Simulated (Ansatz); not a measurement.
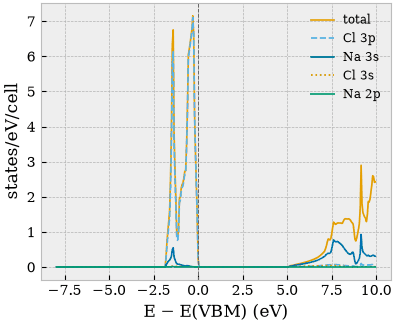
Total and projected density of states of NaCl (rock salt, space group No. 225), DFT-PBE in the program Ansatz with PAW potentials

Q: Which orbitals carry the states next to the gap?

A: Top 1 eV of the valence band: Cl 3p 99 %. Bottom 1 eV of the conduction band: Na 3s 73 %, Cl 3s 19 %, Cl 3p 6 %. Projections are on Löwdin-orthogonalised atomic valence shells; empty p or d shells of many metals are not among them.

Q: Where is the tallest occupied peak in this window, and what makes it?

A: Near -0.3 eV, about 7.2 states/eV per cell; the largest projected share is Cl 3p.

Space group Fm-3m (rock salt). Symmetry was held in the PBE relaxation.

Potentials: the later of the program's two PAW sets.
